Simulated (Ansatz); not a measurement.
## Electronic structure of C5H9BOSi (SMILES COB1C=CC=C1[SiH3]) in real space

```xyz
17

C    -0.5994   -2.2217    0.8753
C    -2.8081    0.3068   -1.1573
C    -2.3252    1.4732   -1.6550
C    -0.8721    1.6557   -1.3307
C    -0.3267    0.6294   -0.6077
B    -1.5725   -0.3711   -0.4242
O    -1.6611   -1.5650    0.2040
Si    1.4612    0.6289   -0.0884
H    -0.4151   -3.2013    0.3888
H    -0.8987   -2.4060    1.9272
H     0.3423   -1.6346    0.8680
H    -3.8464   -0.0346   -1.2734
H    -2.8877    2.2263   -2.2318
H    -0.3245    2.5555   -1.6654
H     1.6125    0.5683    1.4131
H     2.2062   -0.5658   -0.6346
H     2.1420    1.8794   -0.5834
```

Geometry: PBE-D3(BJ)/def2-SVP.

Computed with isolated molecule in a Gaussian basis; Kohn-Sham density functional theory, functional PBE0 in Ansatz.

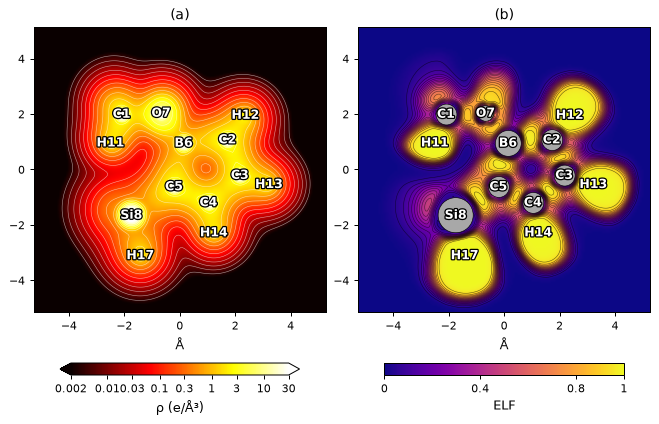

Figure 1. (a) total electron density; (b) ELF on the plane of atoms C2, B6 and O7. Grey discs cover the atomic cores in the ELF map.

Interpret the plot.

The section cuts through C, B, O, Si and H sites.
B–O (1.35 Å): ρ at the midpoint is about 2.1 e/Å³; the ELF peaks at about 0.90 between the atoms, as expected for a short, strongly polar bond.
C–C (1.36 Å): the density is about 2.2 e/Å³ at the midpoint; the ELF peaks at about 0.95 between the atoms, as expected for a covalent bond.
C–O (1.42 Å): ρ is about 2 e/Å³ halfway, with its minimum of 1.7 e/Å³ about 0.5 Å from C; the ELF peaks at about 0.90 between the atoms; a polar covalent bond.
C–B (1.59 Å): ρ is about 1.4 e/Å³ halfway; the ELF peaks at about 1 between the atoms: localised, covalent bonding.
C–Si (1.86 Å): the density is about 0.95 e/Å³ at the midpoint; the ELF peaks at about 0.95 between the atoms (a shared electron pair).
The ELF also peaks beside O7, away from the bonds: lone-pair regions.

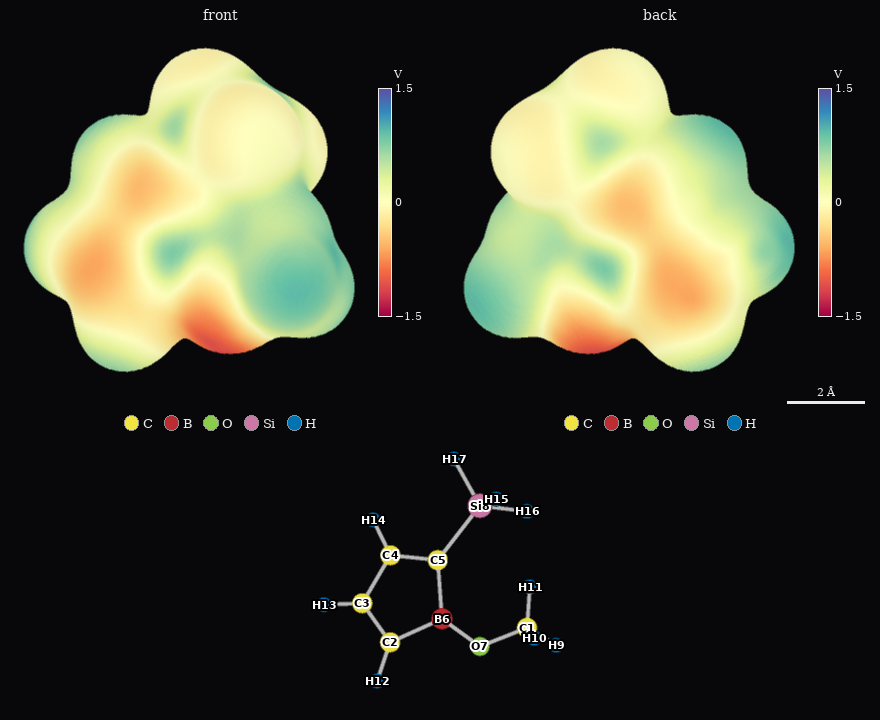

Figure 2. The molecular electrostatic potential painted on the density surface at 0.002 e/bohr³, seen from the front and from behind; the colour scale runs from red (negative) to blue (positive). The bare structure is drawn below in the same view.

Which sites attract a positive test charge, and which a negative one?

A positive charge is drawn to the negative regions and a negative charge to the positive ones. The most negative region (about −1.1 V) lies over O7, the most positive (about +0.9 V) over the C and H atoms. O7 is the likeliest acceptor of a hydrogen bond.

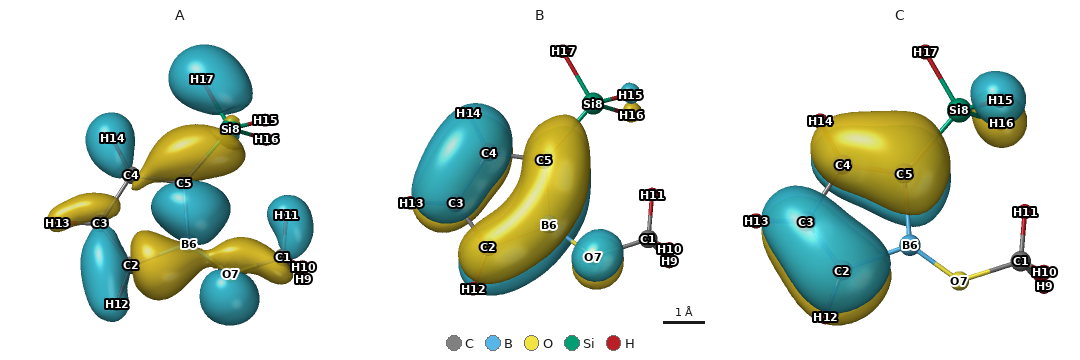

Figure 3. Three frontier orbitals at ±0.08 Å⁻³ᐟ² (yellow and cyan are the two phases), in no order.

Which picture is the HOMO−1, the HOMO and the LUMO?

A is the HOMO−1 (−8.21 eV). It lies mainly on C5 (about 25 %), O7 (about 15 %), B6 (about 15 %), C2 (about 15 %), Si8 (about 10 %) and H17 (about 5 %). C is the HOMO (−6.63 eV). By Hirshfeld shares it lies mainly on C2 (about 25 %), C5 (about 25 %), C3 (about 15 %) and C4 (about 15 %). B is the LUMO (−2.44 eV). Its weight (Hirshfeld) is mainly on B6 (about 20 %), C4 (about 20 %), C2 (about 15 %), C3 (about 15 %), C5 (about 15 %) and O7 (about 5 %).

What is the HOMO–LUMO gap?

4.19 eV between the orbital energies.
